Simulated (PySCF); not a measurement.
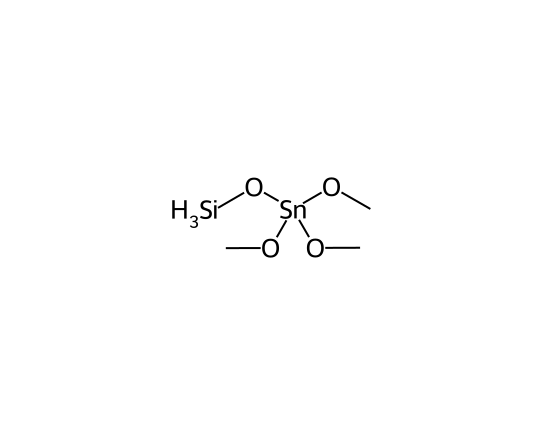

Simulated data, not a measurement (program: PySCF).

A structural formula.

Q: Give its SMILES.

A: C[O][Sn]([O]C)([O]C)[O][SiH3]

Q: Give the formula, hydrogens included.

A: C3H12O4SiSn.

Q: An optimisation with PBE0-D3(BJ)/def2-SVP gave a structure of which point group?

A: C1. Other conformers may differ.
